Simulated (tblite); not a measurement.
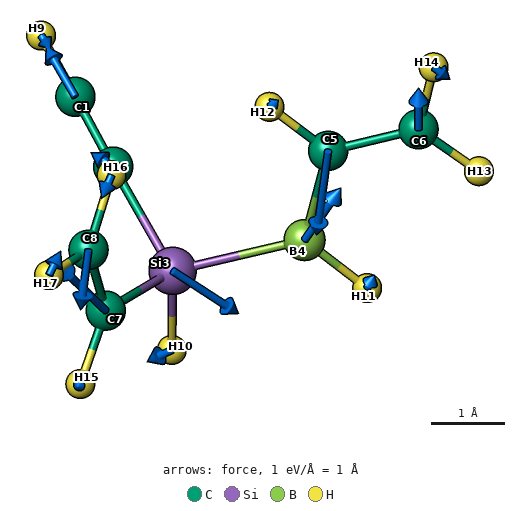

Starting geometry of C6H9BSi with the computed forces as blue arrows. Style: ball-and-stick. Shown from a free direction.

Level of theory: tblite 0.8.0, GFN2-xTB geometry optimisation, gas phase. 

**What follows when this structure is relaxed?**

It isn't relaxed: the largest force vector, on a C atom, is 1.55 eV/Å. The final displacements have little in common with the starting forces (cosine between the two patterns 0.11). Over 129 geometry steps the energy falls by 0.226 eV. The largest move after the best rigid fit is that of an H atom, 1.46 Å. Largest moves by element: H 1.46 Å, C 0.76 Å, B 0.24 Å, Si 0.16 Å. Among the contacts that change: C–Si 1.846 → 1.900 Å, C–Si 1.823 → 1.863 Å, B–C 1.583 → 1.546 Å, B–Si 1.929 → 1.963 Å. Among the angles between lasting bonds that change: B–Si–H 108.8° → 117.6°, C–Si–C 109.9° → 105.3°, C–Si–H 108.5° → 104.1°. Groups turn about C–Si by about 50°, B–Si by about 35°. The run took 0.98 s on 1 thread of Arm Neoverse V1, with other jobs on the host.
